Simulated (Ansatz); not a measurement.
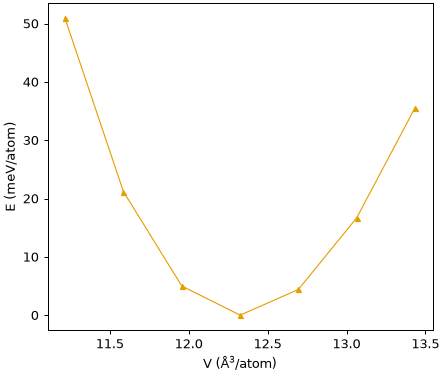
Figure: ZnCu in space group Fd-3m (No. 227; Cu on 8b, Zn on 8a) under volume change, DFT-PBEsol in the program Ansatz with PAW potentials, scaled uniformly.

Q: What does a third-order Birch–Murnaghan fit give for V₀, B₀ and B′?

A: V₀ = 12.32 Å³/atom, B₀ = 135 GPa, B′ = 5.0.

The start of the workflow was typed in or built on a structure type; neither database checked (COD, Materials Project) lists it. It is not the phase usual at ambient conditions (space group No. 221). The cell was relaxed with PBEsol under the symmetry of its start; its stability against distortions is not shown here. The run is not spin-polarised.

Potentials: the earlier of the program's two PAW sets. The files were generated under PBE; for other functionals the program regenerates the frozen cores, and for LDA and PBEsol the local potential too.
